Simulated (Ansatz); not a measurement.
# CH4BNO: the cost of one run

Program: Ansatz 0.2.0. Level of theory: RKS BHLYP/def2-SVP. These are calculated values, not measurements.

## Step 1: The system as given

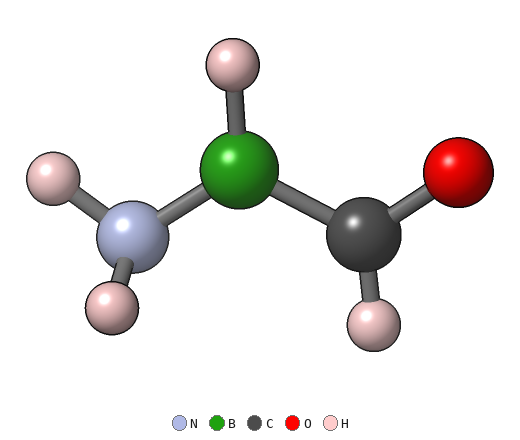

The starting structure, seen from a chosen angle (nitrogen light blue, boron green, carbon dark grey, oxygen red, hydrogen pink).

Structure file:

```xyz
8

N    -1.0138    0.6797   -0.5455
B     0.2992    0.0791   -0.3602
C     0.4602   -1.0360    0.7000
O     1.6582   -1.5505    0.8607
H    -0.9579    1.4381   -1.3242
H    -1.2905    1.2518    0.3234
H     1.2438    0.4138   -1.0298
H    -0.3070   -1.3332    1.3199
```

## Step 2: Preparing the start

The input, input.yaml:

```yaml
crystal:
  periodic: [false, false, false]
  atoms:
    - { symbol: "N", position_ang: [-1.0138, 0.6797, -0.5455] }
    - { symbol: B, position_ang: [0.2992, 0.0791, -0.3602] }
    - { symbol: C, position_ang: [0.4602, -1.036, 0.7] }
    - { symbol: O, position_ang: [1.6582, -1.5505, 0.8607] }
    - { symbol: H, position_ang: [-0.9579, 1.4381, -1.3242] }
    - { symbol: H, position_ang: [-1.2905, 1.2518, 0.3234] }
    - { symbol: H, position_ang: [1.2438, 0.4138, -1.0298] }
    - { symbol: H, position_ang: [-0.307, -1.3332, 1.3199] }
basis:
  gaussian: { orbitals: def2-SVP }
hamiltonian:
  xc: { name: BHLYP }
relax:
  f_tol: 0.02
  max_steps: 40
scf:
  lower_state_search: "off"
```

Command:

```sh
$ ansatz run input.yaml --threads 1 --pin off --max-ram 2048MiB --backend cpu --events-out ev --progress --plain --runs-dir out
```

What time and memory should one allow on 1 thread of Intel Xeon Platinum 8259CL at 2.50GHz (Skylake/Cascade Lake), shared host?

About 29 s, with a peak of 0.16 GiB.
